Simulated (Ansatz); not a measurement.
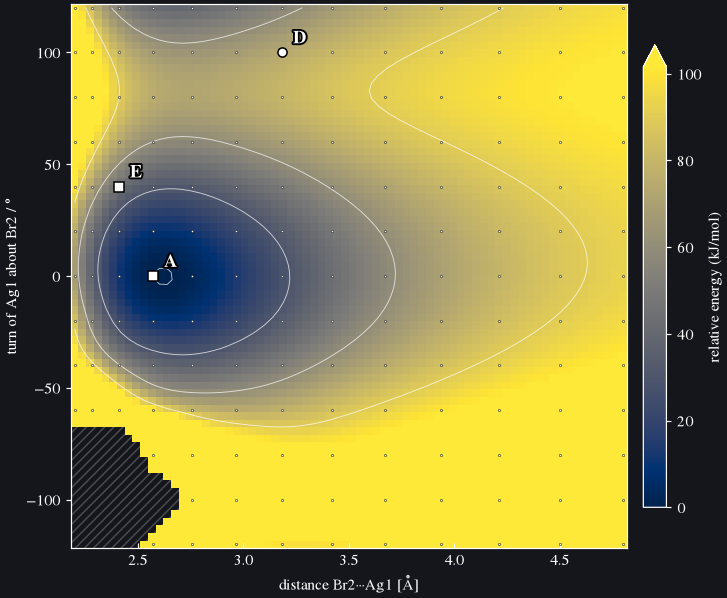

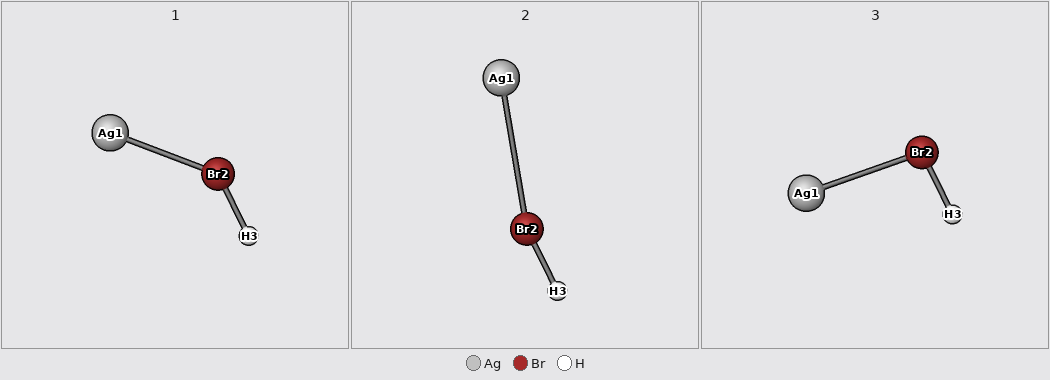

AgBrH, charge +1. The turn is about an axis along (−0.62, −0.79, −0.00) in the frame of the relaxed pair, normal to the line between the partners. First axis: distance Br2···Ag1. Second axis: turn of Ag1 about Br2. The scan uses a 13 × 13 grid. At 10 points there is no value (left out of the scan, as a rule where atoms come close). Energies: kJ/mol, counted from the lowest grid point. Theory: RKS B3LYP-D4/def2-TZVPD (Ansatz 0.2.0).

Drawn: a smooth colour map with a few white contour lines, dots at the grid points, one colour for all values above the top of the scale, hatched blanks where no value was computed, lettered points. Between grid points the surface is interpolated. The numbered pictures are the structures at these points, in random order.

Which structure belongs to which point?

A is structure 3: distance Br2···Ag1 = 2.573 Å, turn of Ag1 about Br2 = 0°, 0 kJ/mol; D is structure 2: distance Br2···Ag1 = 3.185 Å, turn of Ag1 about Br2 = 100°, 74 kJ/mol; E is structure 1: distance Br2···Ag1 = 2.411 Å, turn of Ag1 about Br2 = 40°, 45 kJ/mol.
